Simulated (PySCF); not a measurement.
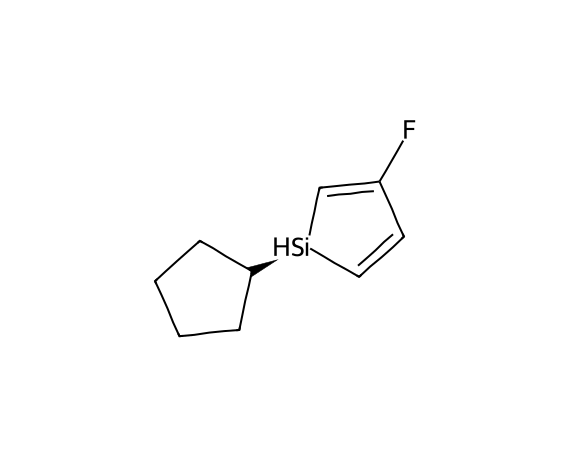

A structural formula.

> Transcribe the drawing into SMILES.

FC1=C[Si@H](C2CCCC2)C=C1

> What is the molecular formula?

C9H13FSi.

> An optimisation with PBE0-D3(BJ)/def2-SVP gave a structure of which point group?

C1.

More results for the same structure follow; atom numbers are the same in all pictures, views and colours differ. Computed geometry: PBE0-D3(BJ)/def2-SVP optimisation. No frequency run is at hand to confirm it as a minimum.

## Shape

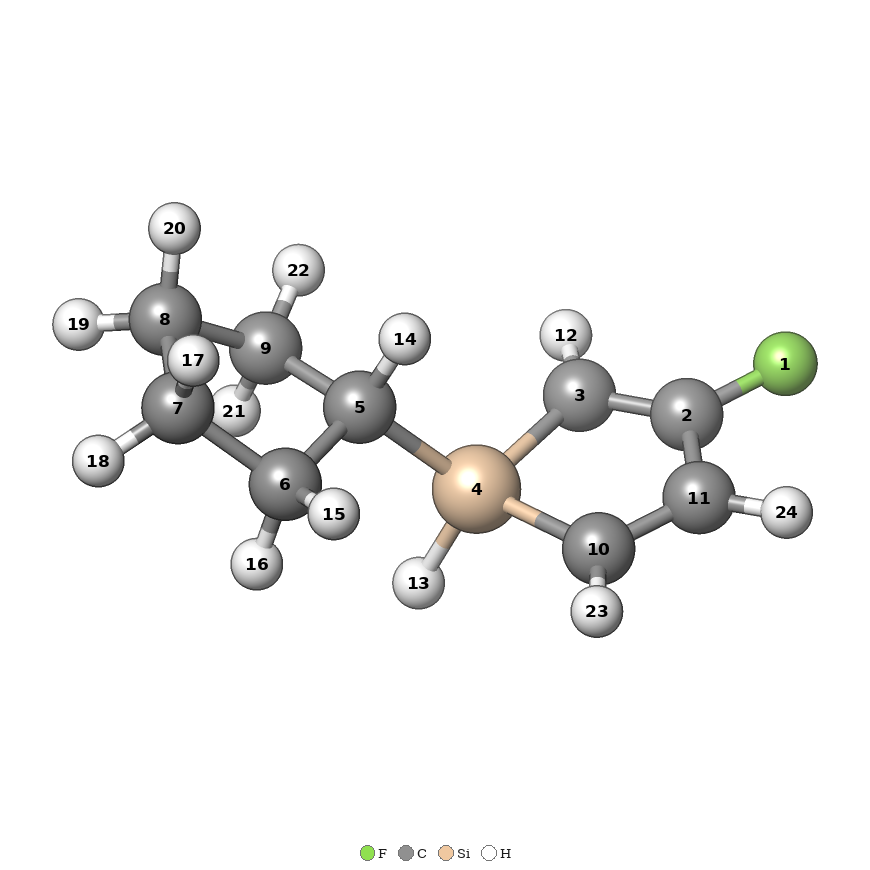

Numbered structure. No frequency run is at hand to confirm it as a minimum.

Estimate the angles F1–C2–C3, C3–Si4–C5, C3–Si4–C10, C3–Si4–H13, Si4–C5–C9, C5–C6–C7, C5–C6–H15, C5–C6–H16, C6–C7–C8, C7–C8–C9, C8–C7–H17, C9–C5–H14.

| angle | degrees |
| --- | --- |
| F1–C2–C3 | 124.7 |
| C3–Si4–C5 | 115.4 |
| C3–Si4–C10 | 92.7 |
| C3–Si4–H13 | 113.1 |
| Si4–C5–C9 | 114.8 |
| C5–C6–C7 | 104.4 |
| C5–C6–H15 | 113.1 |
| C5–C6–H16 | 109.6 |
| C6–C7–C8 | 105.9 |
| C7–C8–C9 | 105.9 |
| C8–C7–H17 | 110.3 |
| C9–C5–H14 | 108.9 |

## Charges

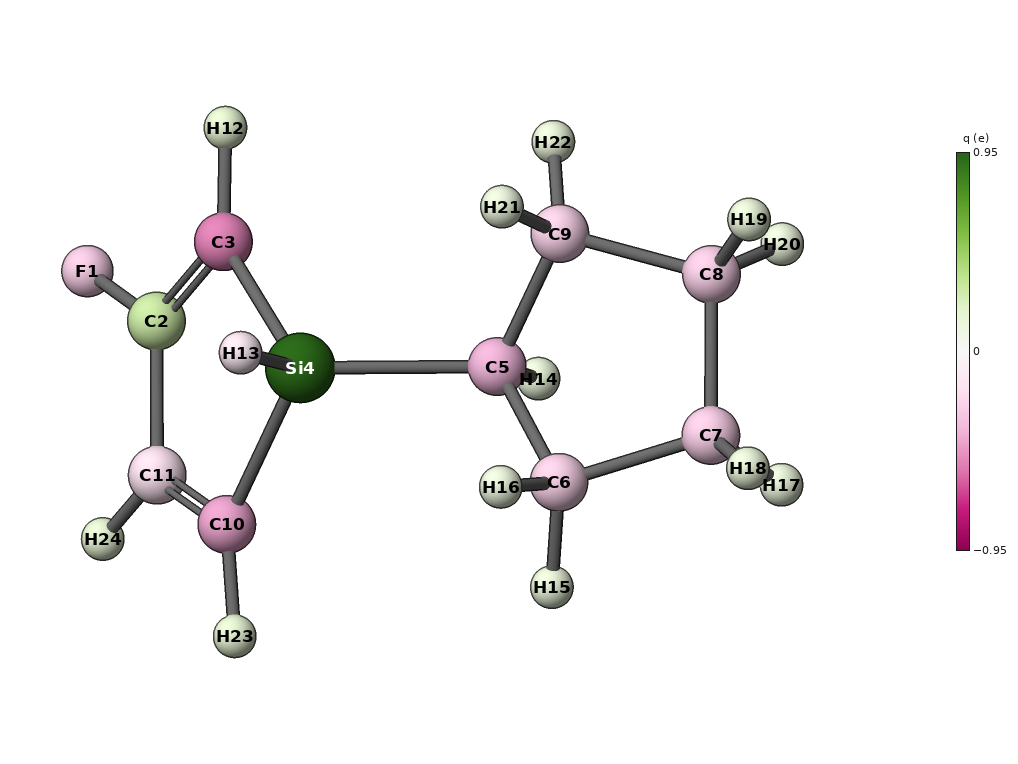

Atoms are coloured by their IAO charges. No frequency run is at hand to confirm it as a minimum. Level of theory: PBE0/pcSseg-1 in chloroform (IEF-PCM) (PySCF 2.14.0).

List the IAO charges.

| atom | value (e) |
| --- | --- |
| F1 | −0.27 |
| C2 | 0.29 |
| C3 | −0.52 |
| Si4 | 0.91 |
| C5 | −0.38 |
| C6 | −0.25 |
| C7 | −0.26 |
| C8 | −0.26 |
| C9 | −0.25 |
| C10 | −0.43 |
| C11 | −0.16 |
| H12 | 0.17 |
| H13 | −0.12 |
| H14 | 0.14 |
| H15 | 0.14 |
| H16 | 0.12 |
| H17 | 0.13 |
| H18 | 0.14 |
| H19 | 0.14 |
| H20 | 0.13 |
| H21 | 0.12 |
| H22 | 0.14 |
| H23 | 0.17 |
| H24 | 0.16 |

## Electronic properties

No frequency run is at hand to confirm it as a minimum. Level of theory: PBE0/pcSseg-1 in methanol (IEF-PCM) (PySCF 2.14.0).

Computed properties:

- dipole moment: 2.31 D
- HOMO energy (Kohn–Sham orbital): −6.84 eV
- LUMO energy (Kohn–Sham orbital): −1.52 eV
- HOMO–LUMO gap: 5.32 eV

## Ring current

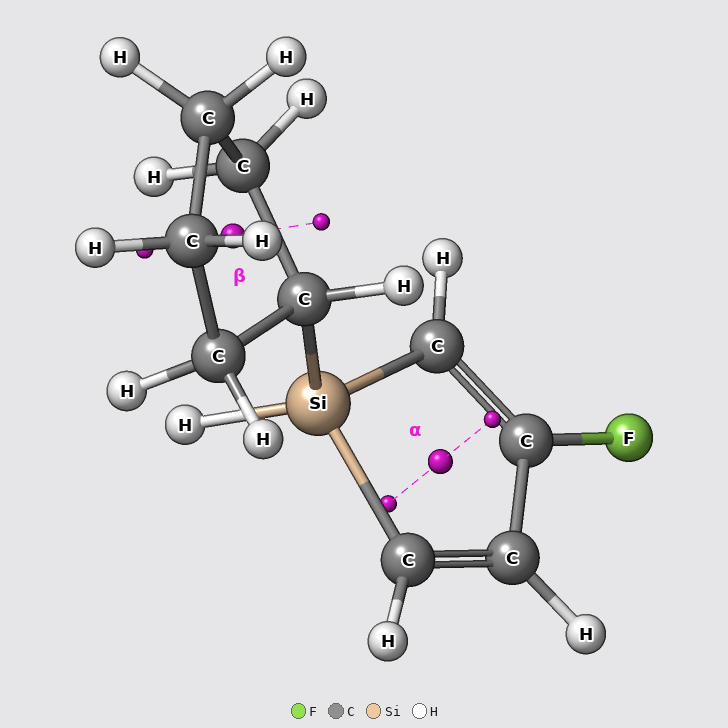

The small points mark where nucleus-independent chemical shifts (NICS) were computed: at the centre of each lettered ring and 1 Å above and below it. No frequency run is at hand to confirm it as a minimum. Properties computed with GIAO PBE0/pcSseg-1 NMR shielding, non-relativistic, IEF-PCM methanol (PySCF 2.14.0).

Give NICS(0), NICS(1) and the out-of-plane component NICS(1)zz for each ring (means of the two sides).

```tsv
ring	members	NICS(0)	NICS(1)	NICS(1)zz
α	C4Si	−1.4	−2.1	1.0
β	C5	−5.8	−4.2	−4.6
```

Values in ppm.

> What do the values say about the ring currents?

Ring α: weak, as in a non-aromatic ring. Ring β: weak, as in a non-aromatic ring. NICS is one index among several.
